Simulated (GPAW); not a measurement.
# BaTiO3: optical spectrum from first principles

Aim: the dielectric function of BaTiO3, and the optical constants that follow from it. The cell comes from an older database entry, whose edges can differ from later determinations, mostly by under a per cent.

Program: GPAW 26.7.0. Level of theory: DFT, PBE, plane-wave PAW (GPAW data sets), scalar-relativistic, RPA, optical limit. Results are calculated unless marked as measured.

The database entry behind the starting cell differs from later determinations by our own check (c/a about 0.6 % short), so it need not match the best structure at ambient conditions.

### Step 1. The structure

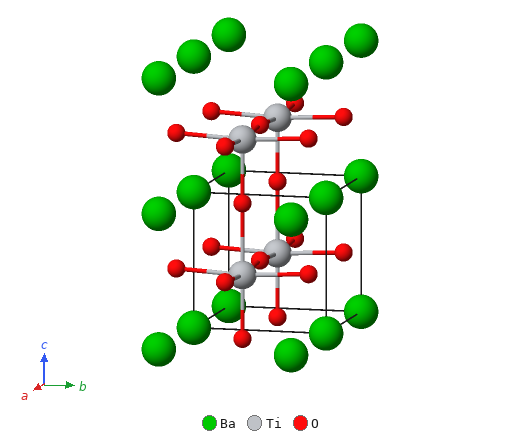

The starting structure, seen slightly off an axis (barium green, titanium light grey, oxygen red). 2×1×2 cells are drawn. Some periodic images of atoms are drawn too.

As a file:

```xyz
5
Lattice="3.9998 0.0000 0.0000 0.0000 3.9998 0.0000 0.0000 0.0000 4.0180" Properties=species:S:1:pos:R:3 pbc="T T T"
Ba    0.0000    0.0000    0.0000
Ti    1.9999    1.9999    1.9688
O     0.0000    1.9999    2.0773
O     1.9999    0.0000    2.0773
O     1.9999    1.9999    0.0763
```

### Step 2. Bands for the response

The response needs many more empty bands than the density does.

This step: DFT, PBE, plane-wave PAW (GPAW data sets), scalar-relativistic, bands at fixed density (GPAW 26.7.0).

Contents of nscf.py:

```python
from ase.dft.bandgap import bandgap
from gpaw import GPAW, FermiDirac

calc = GPAW('gs.gpw').fixed_density(kpts={'size': (8, 8, 8), 'gamma': True}, nbands=62, convergence={'bands': 56},
                                    occupations=FermiDirac(0.001), txt='nscf.txt')
print('gap (eV)', bandgap(calc, output=None)[0])
print('direct gap (eV)', bandgap(calc, direct=True, output=None)[0])
print('top band over the Fermi level (eV)', min(calc.get_eigenvalues(kpt=k)[55] for k in range(len(calc.get_ibz_k_points()))) - calc.get_fermi_level())
calc.write('full.gpw', mode='all')
```

Launch:

```bash
> OMP_NUM_THREADS=1 python nscf.py
```

Numbers of over 12 decimals in the logs are rounded to 6 here.

Log:

```text
Diagonalizing LCAO Hamiltonian
Converting LCAO to pw mode
convergence criteria:
- Maximum integral of absolute [eigenst]ate change: 4e-08 eV^2 / valence electron
maximum number of iterations: 150

SCF iterations
|iter     |      energy | eigst |  dens |
|iter:   1||             | +3.39 |       |
|iter:   2||             | +2.21 |       |
|iter:   3||             | +0.97 |       |
|iter:   4||             | -0.29 |       |
|iter:   5||             | -1.13 |       |
|iter:   6||             | -2.09 |       |
|iter:   7||             | -2.89 |       |
|iter:   8||             | -3.86 |       |
|iter:   9||             | -4.65 |       |
|iter:  10||             | -5.56 |       |
|iter:  11||             | -6.30 |       |
|iter:  12||             | -6.89 |       |
|iter:  13||             | -7.30 |       |
|iter:  14||             | -7.62c|       |
SCF steps: 14
  __  _  _
 | _ |_)|_||  |
 |__||  | ||/\| - 26.7.0

Versions:
  Python: 3.12.14
  ASE:    3.29.0
  Numpy:  2.5.5
  Scipy:  1.18.1
  Libxc:  7.0.0

Input parameters:
  mode=PW(ecut=550.0),
  convergence={'bands': 56},
  gpts=array([24, 24, 24]),
  kpts=MonkhorstPack(size=(8, 8, 8), gamma=True),
  maxiter=150,
  nbands=62,
  occupations=Occupations(name='fermi-dirac', width=0.001, fixmagmom=False),
  parallel={},
  xc=XC(name='PBE')

--- standard output ---
gap (eV) 1.810415
direct gap (eV) 2.082815
top band over the Fermi level (eV) 29.400415
```

Elapsed: 3 min, on 1 thread of Arm Neoverse V2, shared host; peak memory 0.35 GiB.

Numbers from this step:

```
gap on the k-mesh      : 1.810 eV
direct gap on the mesh : 2.083 eV
```

### Step 3. Dielectric function, RPA

Transitions between filled and empty bands, summed over the zone, give the optical response, so mesh, band count and broadening shape it.

The induced potential is part of this response.

This step: DFT, PBE, plane-wave PAW (GPAW data sets), scalar-relativistic, RPA, optical limit (GPAW 26.7.0).

Contents of df.py:

```python
from gpaw.response.df import DielectricFunction

df = DielectricFunction('full.gpw', frequencies={'type': 'nonlinear', 'domega0': 0.03, 'omega2': 8},
                        ecut=70,
                        eta=0.12,
                        nbands=56,
                        txt='df.txt')
for direction in ['x', 'z']:
    df.get_dielectric_function(xc='RPA', direction=direction, filename=f'df_{direction}.csv')
```

Launch:

```bash
> OMP_NUM_THREADS=1 python df.py
```

Log:

```text
Using integrator: PointIntegrator
NonLinearFrequencyDescriptor(from 0.000 to 90.926 eV, 532 points)
Nonperiodic BCs:  [False False False]
Using integrator: PointIntegrator
NonLinearFrequencyDescriptor(from 0.000 to 90.926 eV, 532 points)
Nonperiodic BCs:  [False False False]

Calculating chi0 body with:
    Ground state adapter containing:
    Number of spins: 1
    Number of kpoints: 512
    Number of irreducible kpoints: 75
    Number of completely occupied states: 20
    Number of partially occupied states: 20

    Linear response parametrization:
    q_c: [0.0, 0.0, 0.0]
    Number of frequency points: 532
    Planewave cutoff: 70.0
    Number of bands: 56
    Number of planewaves: 81
    Broadening (eta): 0.12

Integrating chi0 body.

Symmetries of q_c:
    Direct symmetries (Uq -> q): 8
    Indirect symmetries (TUq -> q): 8
In total 16 allowed symmetries.

75 groups of equivalent kpoints. 85.3515625% reduction.

Integral kind: spectral function

Calculating chi0 optical extensions with:
    Ground state adapter containing:
    Number of spins: 1
    Number of kpoints: 512
    Number of irreducible kpoints: 75
    Number of completely occupied states: 20
    Number of partially occupied states: 20

    Linear response parametrization:
    Number of frequency points: 532
    Planewave cutoff: 70.0
    Number of bands: 56
    Number of planewaves: 81
    Broadening (eta): 0.12
Integrating chi0 head and wings.

Symmetries of q_c:
    Direct symmetries (Uq -> q): 8
    Indirect symmetries (TUq -> q): 8
In total 16 allowed symmetries.

75 groups of equivalent kpoints. 85.3515625% reduction.

Integral kind: spectral function wings
```

Run time: 31 s. Hardware: 1 thread; peak memory 0.46 GiB.

Numbers from this step:

```
electronic dielectric constant ε∞, mean over x, y and z (by symmetry where fewer were run) : 5.815
main peak of Im epsilon, first axis                                                        : 4.087 eV
```

The Im ε has structure finer than the step of the table below, so its rows give means over 1 eV, whole bins alone (the curve runs from 0 to 14.0 eV). Peaks (eV: height): E ∥ x 4.1: 7.53, 7.2: 4.81, 9.0: 4.58; E ∥ z 4.1: 6.46, 7.2: 5.29, 9.1: 5.17.

Values under the direct gap are tails of Lorentzian lines. The Im ε by photon energy; means over each step:

| photon energy (eV) | E ∥ x | E ∥ z |
| --- | --- | --- |
| 1 | 0.0649 | 0.0447 |
| 2 | 0.522 | 0.215 |
| 3 | 3.23 | 1.88 |
| 4 | 6.25 | 5.45 |
| 5 | 3.81 | 4.21 |
| 6 | 2.93 | 3.25 |
| 7 | 4.11 | 4.38 |
| 8 | 3.82 | 4.24 |
| 9 | 4.26 | 4.54 |
| 10 | 3.71 | 3.72 |
| 11 | 2.82 | 2.76 |
| 12 | 1.82 | 1.82 |
| 13 | 0.924 | 0.925 |

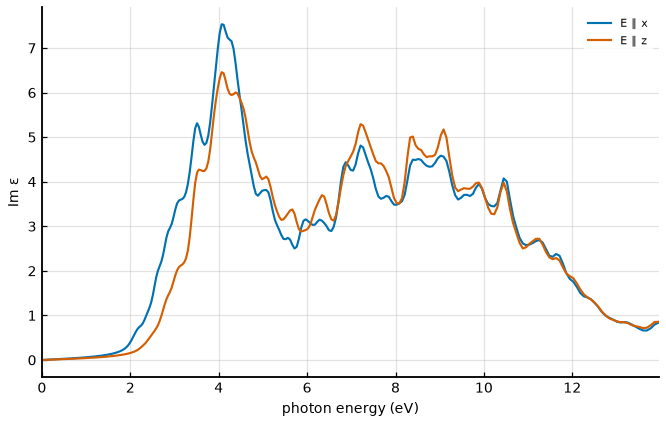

Im ε against photon energy.

Re ε against photon energy:

| photon energy (eV) | E ∥ x | E ∥ z |
| --- | --- | --- |
| 0 | 5.94 | 5.57 |
| 1 | 6.17 | 5.74 |
| 2 | 7.30 | 6.43 |
| 3 | 8.07 | 7.89 |
| 4 | 6.30 | 6.72 |
| 5 | 2.49 | 3.04 |
| 6 | 3.31 | 3.70 |
| 7 | 3.28 | 3.90 |
| 8 | 2.37 | 2.14 |
| 9 | 1.40 | 1.49 |
| 10 | 0.404 | 0.0638 |
| 11 | -0.107 | -0.0600 |
| 12 | -0.451 | -0.416 |
| 13 | 0.205 | 0.190 |

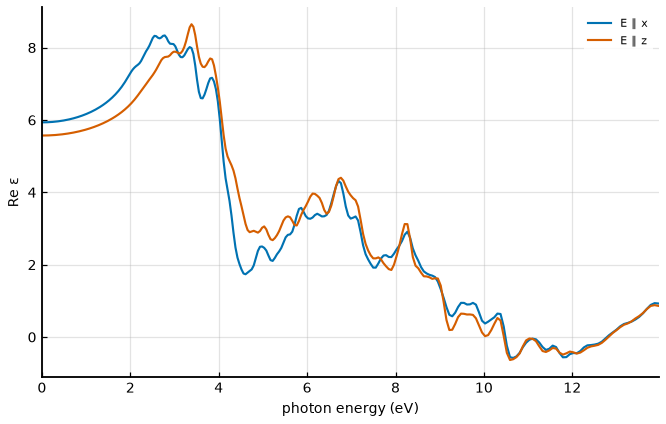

Re ε against photon energy.

The loss function −Im 1/ε at q → 0 has structure finer than the step of the table below, so its rows give means over 1 eV, whole bins alone (the curve runs from 0 to 14.0 eV). Peaks (eV: height): E ∥ x 13.0: 1.10; E ∥ z 13.0: 1.09.

Values under the direct gap are tails of Lorentzian lines. The loss function −Im 1/ε at q → 0 by energy loss; means over each step:

| energy loss (eV) | E ∥ x | E ∥ z |
| --- | --- | --- |
| 1 | 0.00166 | 0.00133 |
| 2 | 0.00897 | 0.00478 |
| 3 | 0.0420 | 0.0268 |
| 4 | 0.0920 | 0.0796 |
| 5 | 0.194 | 0.158 |
| 6 | 0.153 | 0.141 |
| 7 | 0.146 | 0.134 |
| 8 | 0.189 | 0.182 |
| 9 | 0.216 | 0.208 |
| 10 | 0.261 | 0.267 |
| 11 | 0.356 | 0.362 |
| 12 | 0.548 | 0.543 |
| 13 | 0.977 | 0.977 |

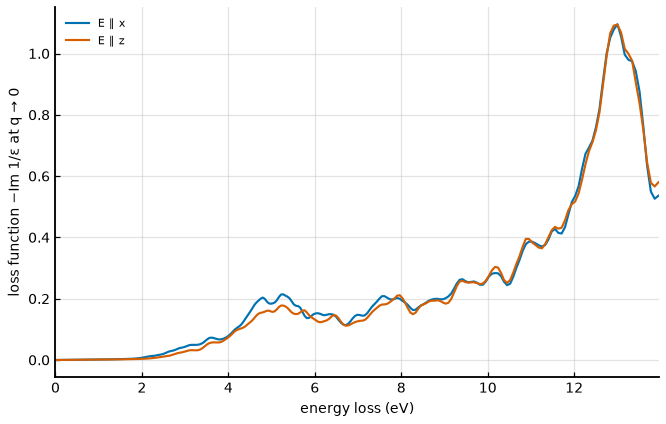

Loss function −Im 1/ε at q → 0 against energy loss.

The reflectivity at normal incidence has structure finer than the step of the table below, so its rows give means over 1 eV, whole bins alone (the curve runs from 0 to 14.0 eV). Peaks (eV: height): E ∥ x 4.1: 30.9, 7.3: 23.3, 9.2: 25.7, 10.6: 30.3, 11.8: 27.7; E ∥ z 4.0: 28.7, 7.3: 24.8, 9.2: 29.0, 10.6: 30.4, 11.8: 26.6.

The reflectivity at normal incidence by photon energy; means over each step:

| photon energy (eV) | E ∥ x (%) | E ∥ z (%) |
| --- | --- | --- |
| 1 | 18.2 | 16.9 |
| 2 | 21.2 | 19.1 |
| 3 | 25.3 | 23.5 |
| 4 | 28.7 | 27.1 |
| 5 | 19.5 | 20.7 |
| 6 | 15.8 | 17.4 |
| 7 | 20.9 | 21.9 |
| 8 | 19.5 | 21.4 |
| 9 | 23.5 | 25.3 |
| 10 | 23.3 | 24.8 |
| 11 | 25.8 | 26.1 |
| 12 | 24.9 | 25.1 |
| 13 | 13.1 | 13.5 |

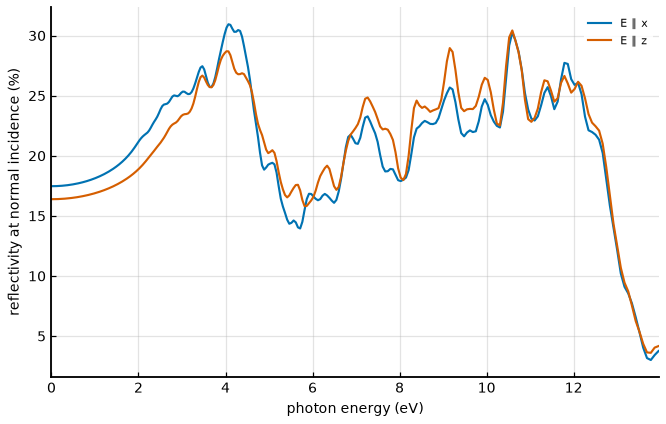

Reflectivity at normal incidence against photon energy.

Refractive index n and extinction k against photon energy:

| photon energy (eV) | n, E ∥ x | k, E ∥ x | n, E ∥ z | k, E ∥ z |
| --- | --- | --- | --- | --- |
| 0 | 2.44 | 0 | 2.36 | 0 |
| 2 | 2.70 | 0.0742 | 2.54 | 0.0310 |
| 4 | 2.81 | 1.27 | 2.82 | 1.10 |
| 6 | 1.98 | 0.790 | 2.05 | 0.716 |
| 8 | 1.82 | 0.960 | 1.78 | 1.01 |
| 10 | 1.44 | 1.29 | 1.38 | 1.35 |
| 12 | 0.831 | 1.07 | 0.860 | 1.08 |

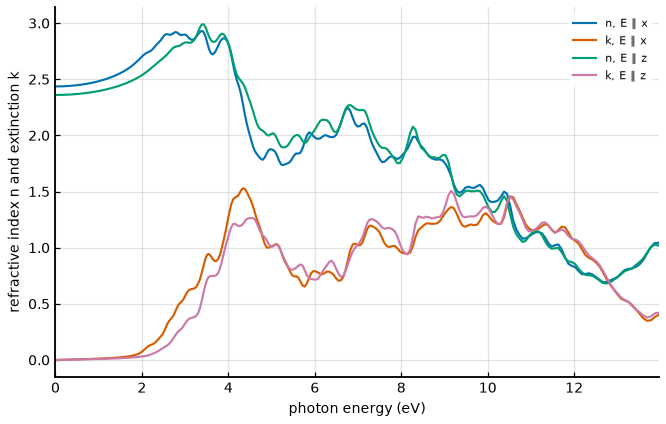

Refractive index n and extinction k, plotted against photon energy.

At chosen wavelengths:

| wavelength (nm) | n x | k x | R (%) x | 1/α x | n z | k z | R (%) z | 1/α z |
| --- | --- | --- | --- | --- | --- | --- | --- | --- |
| 1550 | 2.47 | 0.009 | 17.9 | 13 µm | 2.38 | 0.007 | 16.7 | 18 µm |
| 800 | 2.56 | 0.026 | 19.3 | 2.5 µm | 2.45 | 0.017 | 17.7 | 3.8 µm |
| 532 | 2.81 | 0.165 | 22.7 | 257 nm | 2.64 | 0.070 | 20.3 | 607 nm |
| 405 | 2.88 | 0.611 | 25.3 | 53 nm | 2.83 | 0.357 | 23.5 | 90 nm |
| 365 | 2.93 | 0.794 | 27.1 | 37 nm | 2.99 | 0.549 | 26.3 | 53 nm |
| 248 | 1.88 | 1.014 | 19.3 | 19 nm | 2.01 | 1.010 | 20.3 | 20 nm |
| 193 | 1.99 | 0.762 | 16.3 | 20 nm | 2.05 | 0.866 | 18.4 | 18 nm |

Below the direct gap, k and the depth come from the tails of the Lorentzian lines, not from transitions.

Rows near the edge hang on the gap, which this functional as a rule makes too small, and phonon-assisted absorption is left out.

At 1064 nm the birefringence n(z) − n(x) is -0.093: the crystal is uniaxial negative at this level.

### Step 4. Outcome

* electronic dielectric constant ε∞, mean over x, y and z (by symmetry where fewer were run) (RPA): 5.81
* main peak of Im epsilon, first axis: 4.09 eV

**Reading.** At this level (PBE, RPA) BaTiO3 has a mean ε∞ = 5.81 and n = 2.47 at 1550 nm (E ∥ x), and Im ε peaks at 4.1 eV (E ∥ x). On the mesh the gap is 1.81 eV and the least direct gap 2.08 eV, so on this mesh the band edges lie at different points. Local fields change the static value along x from 6.21 to 5.94 (-4 %). Distinct maxima of Im ε, read by a parabola through the highest points, lie at 3.51 eV (5.3), 4.09 eV (7.6), 7.23 eV (4.8) and 9.04 eV (4.6) for E ∥ x. The static values by axis are 5.94 (x), 5.57 (z). At 1064 nm the birefringence n(z) − n(x) is -0.093: the crystal is uniaxial negative at this level. Excitons and phonon-assisted transitions are missing; PBE gaps are as a rule too small, which pulls the onset down and ε∞ up. Spin-orbit coupling is left out although heavy atoms are present. The sum runs over mesh points, so small or evenly spaced maxima can still be ripples of the mesh. In this version of GPAW the matrix elements of the optical limit are incomplete, which can lower ε − 1 by up to a tenth where first-row anions or d states rule, and shift it by more in d metals.

[Machine, clock and banner lines and Python warnings are left out of the logs.]

[Logs are printed without paths, hosts, clocks, repeated set-up lines and the standing remarks that a program may print on its own settings, such as how far it seeks lower states.]

[Hosts, paths, dates, database ids (printed as entryN), source tags and the programs' standing remarks are cut or masked in the printed files.]
